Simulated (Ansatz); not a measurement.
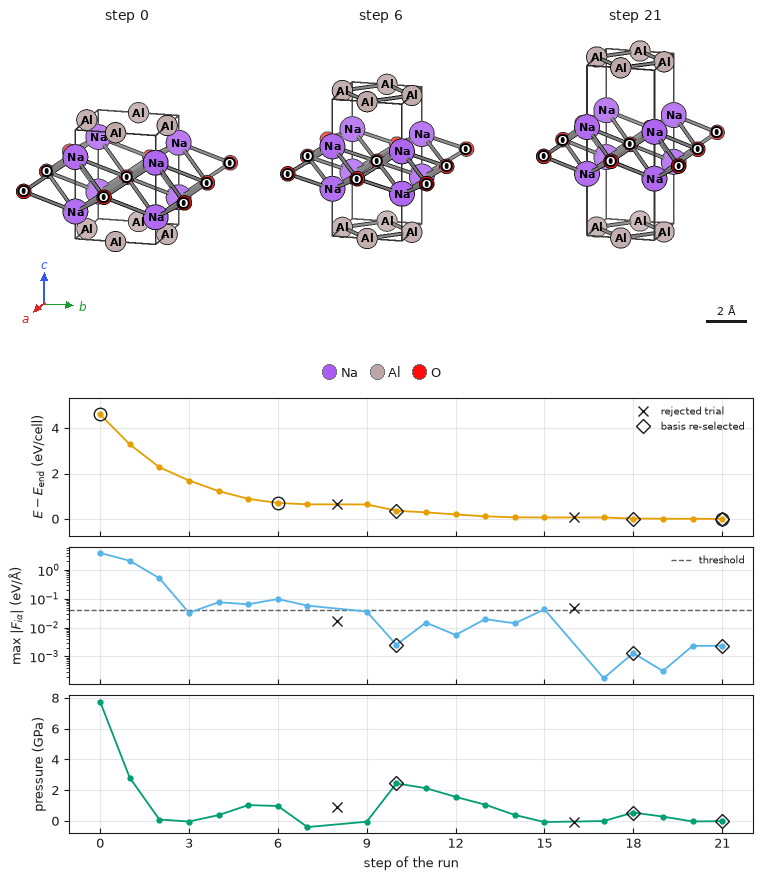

Frames of a relaxation of solid Na2Al2O (a generated structure, set up in P4/mmm) (coarse preliminary run), marked on the history of the run. A ball-and-stick model of the cell of the calculation, seen slightly off an axis.

Method: DFT PBE, scalar-relativistic, plane waves, PAW in Ansatz.

Input
```yaml
crystal:
  lattice:
    - [4.19611055, 0.0, 0.0]
    - [0.0, 4.19611055, 0.0]
    - [0.0, 0.0, 5.64471051]
  atoms:
    - { symbol: Na, position: [0.0, 0.0, 0.7502017] }
    - { symbol: Na, position: [0.0, 0.0, 0.2497983] }
    - { symbol: Al, position: [0.0, 0.5, 0.0] }
    - { symbol: Al, position: [0.5, 0.0, 0.0] }
    - { symbol: O, position: [0.5, 0.5, 0.5] }
basis:
  ecutwfc: 420
kpoints:
  mp_grid: { grid: [4, 4, 4] }
hamiltonian:
  xc: pbe
scf:
  occupations: { method: gaussian, width: 0.1 }
  lower_state_search: "off"
output:
  forces: true
  stress: true
  eigenvalues: true
relax:
  adjacent_minimum: "off"
  f_tol: 0.04
  max_steps: 70
  cell: { stress_tol: 0.4 }
```

Run as
```bash
ansatz run input.yaml --threads 1 --pin off --max-ram 2560MiB --backend cpu --events-out ev --progress --plain --runs-dir out
```

What happens along the run?

Answer. The largest moves relative to the cell, 0.99 Å, are those of Na1 and Na2. Na2 goes along +c. O and Al stay in place. The drawn cell changes as follows: a = b 4.196 → 3.521 Å (−16.1 %), c 5.645 → 8.818 Å (+56.2 %); the volume changes by +10.0 %. Near-neighbour distances that change, for instance: Na1–Na2 2.820 → 6.391 Å, Na1–Al3 2.528 → 3.648 Å, Na1–O5 3.286 → 2.770 Å, Al3–Al4 2.967 → 2.490 Å. The space group stays P4/mmm (No. 123). Over 16 accepted moves (21 points after the start) the energy falls by 4.602 eV per cell of the calculation. The largest force component goes from 4 to 0.0024 eV/Å. Pressure: 7.75 GPa at the start and −0.01 GPa at the end. The line search rejected the trial steps at points 8, 16 of the run. The SCF was repeated 3 times at an unchanged geometry on a basis and grid sized afresh for the cell, which shifted the energy by 0.276 eV per cell of the calculation at most. From step 0 to 6: Na atoms move most (0.68 Å), volume −6.0 %, energy −3.899 eV per cell of the calculation. From step 6 to 21: Na atoms move most (0.15 Å), volume +17.1 %, energy −0.703 eV per cell of the calculation.

Limits of the set-up: the k-point mesh is coarse for a cell with partly filled bands.
